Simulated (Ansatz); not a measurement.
# CH₇BFPSi: one species, many methods, part 2 of 2

Ansatz 0.2.0, Gaussian basis; functionals in def2-TZVPP, the program's frozen cores in correlated methods. The steps go on from the part before.

## (17) ωB97M-V (range-separated)

File in.yaml:

```yaml
crystal:
  periodic: [false, false, false]
  atoms:
    - {symbol: B, position_ang: [-1.023367, 1.654369, 1.345847]}
    - {symbol: P, position_ang: [0.620869, 0.818192, 1.373953]}
    - {symbol: Si, position_ang: [0.889380, 0.032644, -0.693457]}
    - {symbol: C, position_ang: [-0.056977, -1.522962, -1.041549]}
    - {symbol: F, position_ang: [2.445147, -0.286385, -0.921120]}
    - {symbol: H, position_ang: [-1.270080, 2.389981, 0.437961]}
    - {symbol: H, position_ang: [-1.767349, 1.558699, 2.273288]}
    - {symbol: H, position_ang: [0.480821, -0.321756, 2.195966]}
    - {symbol: H, position_ang: [0.521292, 1.150781, -1.595256]}
    - {symbol: H, position_ang: [0.169322, -1.890541, -2.045754]}
    - {symbol: H, position_ang: [-1.130635, -1.332990, -0.972749]}
    - {symbol: H, position_ang: [0.198576, -2.305135, -0.323233]}
basis:
  gaussian: {orbitals: def2-TZVPP}
hamiltonian: {xc: {name: wB97M-V}}
output: {forces: true, orbitals: {seedname: orbitals}}
```

Launch:

```console
> ansatz run in.yaml --threads 4 --pin off --events-out ev --progress --plain --max-ram 10444MiB
```

The log of the run, cut to the lines that bear on the results:

```text
Functional definition: wB97M-V
  name "wB97M-V"
  cite "Mardirossian & Head-Gordon, J. Chem. Phys. 144, 214110 (2016) doi:10.1063/1.4952647"
  cite "Becke, J. Chem. Phys. 107, 8554 (1997) doi:10.1063/1.475007"
  cite "Vydrov & Van Voorhis, J. Chem. Phys. 133, 244103 (2010) doi:10.1063/1.3521275"
  # Of w^i u^j: cxij and so on, Table III.
[...]
  gx(w, u) = 1 - cx + cx01*u + cx10*w
[...]
Atom 8 at     0.521292     1.150781    -1.595256 Å, force     0.038236    -0.128086     0.099850 eV/Å
Atom 9 at     0.169322    -1.890541    -2.045754 Å, force    -0.024503     0.022876     0.077434 eV/Å
Atom 10 at    -1.130635    -1.332990    -0.972749 Å, force     0.068277    -0.017561    -0.005362 eV/Å
Atom 11 at     0.198576    -2.305135    -0.323233 Å, force    -0.018626     0.055702    -0.046647 eV/Å
Dipole moment:    -0.271834    -0.267911    -0.057476 e Å
```

Wall time 15 s (4 threads of Arm Neoverse V2, shared host); peak memory 1.1 GiB.

Atomisation energy: 1007.2 kcal/mol (free atoms -21668.263 eV, run apart). HOMO -9.59 eV, LUMO 0.11 eV.

## (18) B2PLYP (double hybrid)

Changes to in.yaml since step 17:

```diff
@@ -17,3 +17,2 @@
   gaussian: {orbitals: def2-TZVPP}
-hamiltonian: {xc: {name: wB97M-V}}
-output: {forces: true, orbitals: {seedname: orbitals}}
+hamiltonian: {xc: {name: B2PLYP}}
```

The command is unchanged.

The log of the run, cut to the lines that bear on the results:

```text
Functional definition: B2PLYP
  name "B2PLYP"
  cite "Grimme, J. Chem. Phys. 124, 034108 (2006) doi:10.1063/1.2148954"
  cite "Becke, Phys. Rev. A 38, 3098 (1988) doi:10.1103/PhysRevA.38.3098"
  cite "Lee, Yang & Parr, Phys. Rev. B 37, 785 (1988) doi:10.1103/PhysRevB.37.785"
[...]
1604 factors; integrals over basis functions are off by at most 1.1e-3 eV
[...]
mean field -21697.92896969 eV, -797.3841822516 hartree, gradient 7.6e-6 eV, S^2 0.000000; 0 other end points of the search recorded, 0 dependent functions left out
13 core orbitals not correlated: weight in the atoms' cores, before any rotation towards them, 1.000 or more for the frozen orbitals, at most 0.000 for the correlated occupied ones
reference -21697.92916141 eV, -797.3841892973 hartree; 15, 15 occupied and 247, 247 virtual orbitals, 1604 factors
second order -26.61553011 eV of doubles, -0.00000000 eV of singles
Total energy: -21705.11535454 eV, -797.6482770239 hartree
```

Wall time 7.5 s (4 threads of Arm Neoverse V2, shared host); peak memory 0.75 GiB.

Atomisation energy: 991.5 kcal/mol (free atoms -21662.118 eV, run apart).

## (19) PBE-QIDH (double hybrid)

Changes to in.yaml since step 18:

```diff
@@ -17,2 +17,2 @@
   gaussian: {orbitals: def2-TZVPP}
-hamiltonian: {xc: {name: B2PLYP}}
+hamiltonian: {xc: {name: PBE-QIDH}}
```

The command is unchanged.

The log of the run, cut to the lines that bear on the results:

```text
Functional definition: PBE-QIDH
  name "PBE-QIDH"
  cite "Brémond, Sancho-García, Pérez-Jiménez & Adamo, J. Chem. Phys. 141, 031101 (2014) doi:10.1063/1.4890314"
  cite "Perdew, Burke & Ernzerhof, Phys. Rev. Lett. 77, 3865 (1996) doi:10.1103/PhysRevLett.77.3865"
[...]
1604 factors; integrals over basis functions are off by at most 1.1e-3 eV
[...]
mean field -21689.77087050 eV, -797.0843776361 hartree, gradient 9.5e-6 eV, S^2 0.000000; 0 other end points of the search recorded, 0 dependent functions left out
13 core orbitals not correlated: weight in the atoms' cores, before any rotation towards them, 1.000 or more for the frozen orbitals, at most 0.000 for the correlated occupied ones
reference -21689.77088519 eV, -797.0843781761 hartree; 15, 15 occupied and 247, 247 virtual orbitals, 1604 factors
second order -24.74285893 eV of doubles, -0.00000000 eV of singles
Total energy: -21698.01850484 eV, -797.3874726076 hartree
```

Wall time 7.5 s (4 threads of Arm Neoverse V2, shared host); peak memory 0.75 GiB.

With the free atoms at this level, -21654.890 eV in sum, the atomisation energy is 994.6 kcal/mol.

## (20) Frontier levels by functional

Dipoles come from the runs that computed forces. Levels, from each run's orbital file:

| functional | HOMO (eV) | LUMO (eV) | gap (eV) | dipole (D) |
| --- | --- | --- | --- | --- |
| LDA (SPW92) | -6.67 | -2.94 | 3.74 |  |
| PBE-D4 | -6.53 | -2.70 | 3.84 | 1.83 |
| revPBE-D4 | -6.48 | -2.60 | 3.88 |  |
| BLYP-D4 | -6.34 | -2.52 | 3.83 |  |
| r2SCAN-D4 | -6.73 | -2.42 | 4.31 | 1.90 |
| B97M-V | -6.83 | -2.48 | 4.34 |  |
| PBE0-D4 | -7.54 | -1.80 | 5.73 |  |
| B3LYP-D4 | -7.31 | -1.98 | 5.33 | 1.85 |
| r2SCANh-D4 | -7.11 | -2.11 | 5.00 |  |
| r2SCAN0-D4 | -7.67 | -1.64 | 6.03 |  |
| HSE06-D4 | -7.14 | -2.18 | 4.96 |  |
| BHLYP-D4 | -8.38 | -0.80 | 7.58 |  |
| CAM-B3LYP-D4 | -8.74 | -0.72 | 8.03 |  |
| LC-ωPBE | -10.06 | 0.38 | 10.44 |  |
| ωB97X-V | -9.73 | 0.31 | 10.04 |  |
| ωB97M-V | -9.59 | 0.11 | 9.70 | 1.85 |

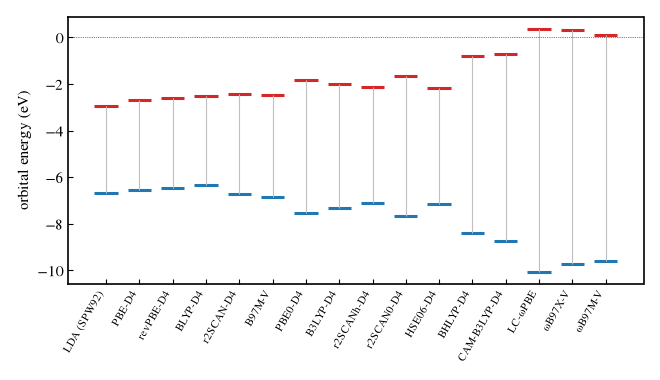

Highest occupied (blue) and lowest empty (red) level by functional.

## (21) CCSD(T) in def2-SVP

Changes to in.yaml since step 19:

```diff
@@ -16,3 +16,3 @@
 basis:
-  gaussian: {orbitals: def2-TZVPP}
-hamiltonian: {xc: {name: PBE-QIDH}}
+  gaussian: {orbitals: def2-SVP}
+correlation: {method: ccsd_t}
```

Same command.

The log of the run, cut to the lines that bear on the results:

```text
Functional definition: HF
  name "HF"
  cite "Fock, Z. Phys. 61, 126 (1930) doi:10.1007/BF01340294"
  parent pbe
[...]
1105 factors; integrals over basis functions are off by at most 1.4e-3 eV
[...]
mean field -21645.95148902 eV, -795.4740450687 hartree, gradient 6.1e-7 eV, S^2 0.000000; 0 other end points of the search recorded, 0 dependent functions left out
13 core orbitals not correlated: weight in the atoms' cores, before any rotation towards them, 1.000 or more for the frozen orbitals, at most 0.000 for the correlated occupied ones
reference -21645.95148902 eV, -795.4740450687 hartree; 15, 15 occupied and 85, 85 virtual orbitals, 1105 factors
second order -17.15419092 eV of doubles, -0.00000000 eV of singles
cycle   1  -18.25348044 eV  change    -1.1e0 eV  update   1.0e-1
[...]
cycle  10  -18.86105655 eV  change   -1.3e-6 eV  update   2.4e-5
perturbative correction -0.49745965 eV, -0.0182813049 hartree
Total energy: -21665.31000523 eV, -796.1854574175 hartree
```

Wall time 5.5 s (4 threads of Arm Neoverse V2, shared host); peak memory 0.54 GiB.

## (22) CCSD(T) in def2-TZVPP

Changes to in.yaml since step 21:

```diff
@@ -16,3 +16,4 @@
 basis:
-  gaussian: {orbitals: def2-SVP}
+  gaussian: {orbitals: def2-TZVPP}
 correlation: {method: ccsd_t}
+output: {orbitals: {seedname: orbitals}}
```

The command is unchanged.

The log of the run, cut to the lines that bear on the results:

```text
Functional definition: HF
  name "HF"
  cite "Fock, Z. Phys. 61, 126 (1930) doi:10.1007/BF01340294"
  parent pbe
[...]
1604 factors; integrals over basis functions are off by at most 1.1e-3 eV
[...]
mean field -21657.62984901 eV, -795.9032168823 hartree, gradient 2.8e-6 eV, S^2 0.000000; 0 other end points of the search recorded, 0 dependent functions left out
13 core orbitals not correlated: weight in the atoms' cores, before any rotation towards them, 1.000 or more for the frozen orbitals, at most 0.000 for the correlated occupied ones
reference -21657.62984901 eV, -795.9032168823 hartree; 15, 15 occupied and 247, 247 virtual orbitals, 1604 factors
second order -21.92667307 eV of doubles, -0.00000000 eV of singles
cycle   1  -22.80704968 eV  change   -8.8e-1 eV  update   1.1e-1
[...]
cycle  10  -23.47941768 eV  change   -9.9e-6 eV  update   2.8e-5
perturbative correction -0.88015647 eV, -0.0323451538 hartree
Total energy: -21681.98942316 eV, -796.7984147209 hartree
```

Wall time 3.1 min (4 threads of Arm Neoverse V2, shared host); peak memory 7.2 GiB.

## (23) MP2 in def2-QZVPP

Changes to in.yaml since step 22:

```diff
@@ -16,4 +16,3 @@
 basis:
-  gaussian: {orbitals: def2-TZVPP}
-correlation: {method: ccsd_t}
-output: {orbitals: {seedname: orbitals}}
+  gaussian: {orbitals: "def2-QZVPP.json"}
+correlation: {method: mp2}
```

Launched as before.

The log of the run, cut to the lines that bear on the results:

```text
Functional definition: HF
  name "HF"
  cite "Fock, Z. Phys. 61, 126 (1930) doi:10.1007/BF01340294"
  parent pbe
[...]
3082 factors; integrals over basis functions are off by at most 8.6e-4 eV
[...]
mean field -21658.36303961 eV, -795.9301611401 hartree, gradient 1.2e-6 eV, S^2 0.000000; 0 other end points of the search recorded, 0 dependent functions left out
13 core orbitals not correlated: weight in the atoms' cores, before any rotation towards them, 1.000 or more for the frozen orbitals, at most 0.000 for the correlated occupied ones
reference -21658.36303961 eV, -795.9301611401 hartree; 15, 15 occupied and 493, 493 virtual orbitals, 3082 factors
second order -23.66461034 eV of doubles, -0.00000000 eV of singles
Total energy: -21682.02764995 eV, -796.7998195295 hartree
```

Run time: 26 s. Hardware: 4 threads of Arm Neoverse V2, shared host; peak memory 3.5 GiB.

Energy pieces by basis (eV):

| basis | HF | MP2 correlation | CCSD correlation | (T) | total |
| --- | --- | --- | --- | --- | --- |
| def2-SVP | -21645.9515 | -17.1542 | -18.8611 | -0.4975 | -21665.3100 |
| def2-TZVPP | -21657.6298 | -21.9267 | -23.4794 | -0.8802 | -21681.9894 |
| def2-QZVPP | -21658.3630 | -23.6646 |  |  | -21682.0276 (MP2) |

The report of the def2-TZVPP run gives T1 = 0.0145.

## (24) The basis-set limit

This step is arithmetic on the last runs, with X = 3 and 4: exp(−7.88√X) for Hartree-Fock, X^−2.97 for correlation; only MP2 was run in the larger set, so CCSD(T) minus MP2 is added from the smaller one.

| level | energy at the limit (eV) |
| --- | --- |
| HF | -21658.4640 |
| MP2 | -21683.4160 |
| CCSD | -21684.9687 |
| CCSD(T) | -21685.8489 |

## (25) RPA on PBE orbitals

Changes to in.yaml since step 23:

```diff
@@ -16,3 +16,4 @@
 basis:
-  gaussian: {orbitals: "def2-QZVPP.json"}
-correlation: {method: mp2}
+  gaussian: {orbitals: def2-TZVPP}
+hamiltonian: {xc: pbe}
+correlation: {method: rpa}
```

Same command.

The log of the run, cut to the lines that bear on the results:

```text
Functional definition: PBE
  name "PBE"
  cite "Perdew, Burke & Ernzerhof, Phys. Rev. Lett. 77, 3865 (1996) doi:10.1103/PhysRevLett.77.3865"
  parent pbe
[...]
1604 factors; integrals over basis functions are off by at most 1.1e-3 eV
[...]
mean field -21701.08367172 eV, -797.5001154130 hartree, gradient 1.3e-6 eV, S^2 0.000000; 0 other end points of the search recorded, 0 dependent functions left out
13 core orbitals not correlated: weight in the atoms' cores, before any rotation towards them, 1.000 or more for the frozen orbitals, at most 0.000 for the correlated occupied ones
reference -21655.86673438 eV, -795.8384236148 hartree; 15, 15 occupied and 247, 247 virtual orbitals, 1604 factors
Total energy: -21693.48042147 eV, -797.2207011198 hartree
```

It took 8 s on 4 threads of Arm Neoverse V2, shared host; peak memory 0.68 GiB.

RPA correlation: -37.614 eV. No RPA run of the hydrogen atom was made, so RPA has no atomisation energy below.

## (26) Atomisation energies

Free atoms (1 B, 1 P, 1 Si, 1 C, 1 F, 7 H) were run apart at each level; the atomisation energy is their sum less the molecule, without zero-point or spin-orbit terms.

Differences are taken before rounding.

| method | rung | atoms, summed (eV) | atomisation energy (kcal/mol) | from CCSD(T)/CBS (kcal/mol) | time |
| --- | --- | --- | --- | --- | --- |
| LDA (SPW92) | LDA | -21563.861 | 1128.3 | +127.6 | 1.4 s |
| PBE-D4 | GGA | -21657.498 | 1011.5 | +10.8 | 3.2 s |
| revPBE-D4 | GGA | -21667.841 | 991.5 | -9.1 | 2.7 s |
| BLYP-D4 | GGA | -21670.689 | 998.9 | -1.7 | 2.8 s |
| r2SCAN-D4 | meta-GGA | -21667.773 | 1006.9 | +6.3 | 5.5 s |
| B97M-V | meta-GGA | -21666.271 | 1012.4 | +11.8 | 11 s |
| PBE0-D4 | hybrid | -21660.035 | 1000.8 | +0.1 | 4.3 s |
| B3LYP-D4 | hybrid | -21673.360 | 1004.8 | +4.2 | 6.5 s |
| r2SCANh-D4 | hybrid | -21667.702 | 1002.2 | +1.6 | 7 s |
| r2SCAN0-D4 | hybrid | -21667.608 | 995.6 | -5.0 | 6.5 s |
| HSE06-D4 | hybrid | -21659.387 | 1001.3 | +0.6 | 5.5 s |
| BHLYP-D4 | hybrid | -21670.642 | 985.7 | -15.0 | 4.1 s |
| CAM-B3LYP-D4 | range-separated | -21670.156 | 1008.1 | +7.4 | 4.6 s |
| LC-ωPBE | range-separated | -21663.898 | 995.1 | -5.6 | 3 s |
| ωB97X-V | range-separated | -21667.241 | 1009.6 | +9.0 | 9.5 s |
| ωB97M-V | range-separated | -21668.263 | 1007.2 | +6.5 | 15 s |
| B2PLYP | double hybrid | -21662.118 | 991.5 | -9.1 | 7.5 s |
| PBE-QIDH | double hybrid | -21654.890 | 994.6 | -6.1 | 7.5 s |
| HF/def2-TZVPP | wavefunction | -21624.779 | 757.6 | -243.1 |  |
| MP2/def2-TZVPP | wavefunction | -21636.932 | 983.0 | -17.7 |  |
| CCSD/def2-TZVPP | wavefunction | -21639.367 | 962.6 | -38.1 |  |
| CCSD(T)/def2-SVP | wavefunction | -21624.776 | 934.7 | -65.9 | 5.5 s |
| CCSD(T)/def2-TZVPP | wavefunction | -21639.724 | 974.7 | -26.0 | 3.1 min |
| MP2/CBS | wavefunction | -21639.663 | 1009.0 | +8.3 |  |
| CCSD(T)/CBS | wavefunction | -21642.456 | 1000.7 | 0 | 3.5 min |

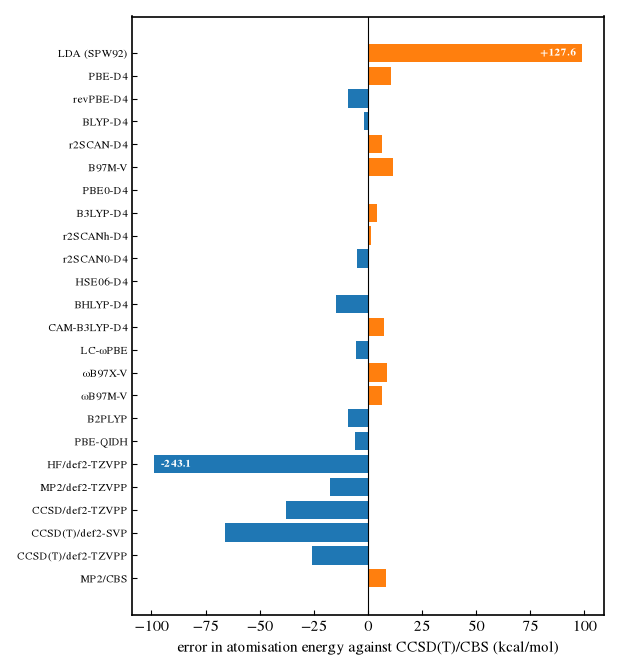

Error of each method against CCSD(T)/CBS. Bars with a number in them are cut short.

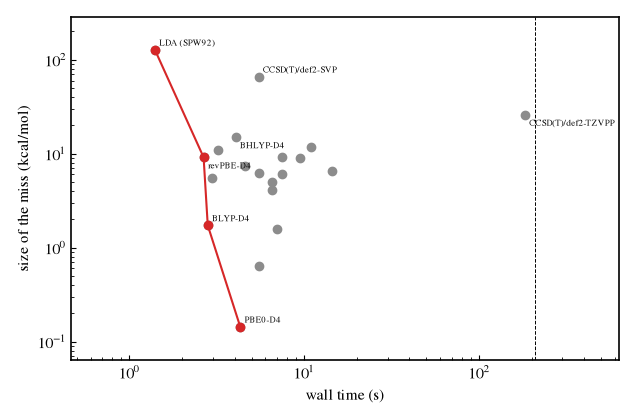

Accuracy for the time spent; red marks the levels that beat every quicker one drawn (of those quicker than the yardstick), and the dashed line is the time of CCSD(T)/CBS. Only those levels and the largest misses are named. Times are from a shared host.

LDA (SPW92), LC-ωPBE, B2PLYP, PBE-QIDH carry no dispersion term (for B3LYP, D4 adds 10.3 kcal/mol).

Times are those of the molecule's run; HF, MP2 and CCSD come out of the CCSD(T) runs, and the limit's time is the sum of the runs that it needs.

## (27) Summary of results

This closing draws on all 2 parts.

```
                               quantity                                             value
        atomisation energy, CCSD(T)/CBS                                   1000.7 kcal/mol
functionals within 5.0 kcal/mol (0.5 %)  BLYP-D4, PBE0-D4, B3LYP-D4, r2SCANh-D4, HSE06-D4
                    farthest beyond LDA                         BHLYP-D4 (-15.0 kcal/mol)
                mean size of error, GGA                                      7.2 kcal/mol
           mean size of error, meta-GGA                                      9.0 kcal/mol
             mean size of error, hybrid                                      4.4 kcal/mol
    mean size of error, range-separated                                      7.1 kcal/mol
      mean size of error, double hybrid                                      7.6 kcal/mol
              gap, smallest and largest         3.74 eV (LDA (SPW92)), 10.44 eV (LC-ωPBE)
                          T1 diagnostic                                            0.0145
triples share of the correlation energy                                             3.6 %
```

What this shows: LDA overbinds by 127.6 kcal/mol (13 %). PBE-D4 is off by +10.8 kcal/mol. Double hybrids carry the basis error of their MP2 part in triple zeta, and no dispersion term here, so their miss is partly the set-up's. Taken by rung, hybrid functionals do best (4.4 kcal/mol on average) and meta-GGA ones worst beyond LDA (9.0 kcal/mol). Misses under about 5.0 kcal/mol are within the doubt on the reference itself, which lacks core-valence correlation, relativity and higher excitations. Hartree-Fock recovers 76 % of the binding; the rest is correlation. CCSD(T) in def2-SVP is off by -65.9 kcal/mol, so the small basis spoils what the method gains. The gap grows from 3.7 to 10.4 eV across the functionals, mostly with the share of exact exchange.

PBE0-D4 reaches 0.1 kcal/mol from the reference in 4.3 s, where CCSD(T)/CBS took 3.5 min; the quickest level in the cost chart, LDA (SPW92), takes 1.4 s and misses by 127.6 kcal/mol.
